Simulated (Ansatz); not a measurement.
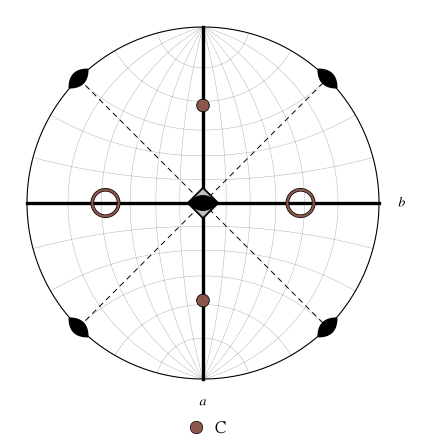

Crystal: SiC₃, the input geometry of an electronic-structure calculation (not necessarily at equilibrium); the starting structure was generated, so it need not be a known form of this composition. Directions from one carbon atom at (1/2, 1/2, 0) to its bonded neighbours, in stereographic projection down c (filled: above the plane of the page or in it, open: below). The drawing is computed from the coordinates (standard cell, symmetry found to 0.002 Å).

Neighbours are counted up to 1.76 Å for C; other elements are left out. The symmetry elements of the site are drawn in: heavy lines are mirror planes (a heavy rim: a mirror in the plane of the page); lens, triangle, square and hexagon are 2-, 3-, 4- and 6-fold axes, a lens in an open square is −4, a triangle in an open hexagon −6; thin dashed diameters join the ends of axes that lie in the page; a small open circle marks inversion.

```
CELL_PARAMETERS angstrom
2.79640 0.00000 0.00000
0.00000 2.79640 0.00000
0.00000 0.00000 4.09004
ATOMIC_POSITIONS crystal
C 0.50000 0.00000 0.78627
C 0.50000 0.50000 0.00000
C 0.00000 0.50000 0.21373
Si 0.00000 0.00000 0.50000
```

How many neighbours are there, and at what angles?

4: 4 C at 1.65 Å. Angles between bonds: 106° (4×), 116° (2×).

What is the site's symmetry in the crystal?

Point group -42m (D2d), order 8: one −4 axis, two twofold axes, two mirror planes. In No. 115, P-4m2 this is Wyckoff position 1b.
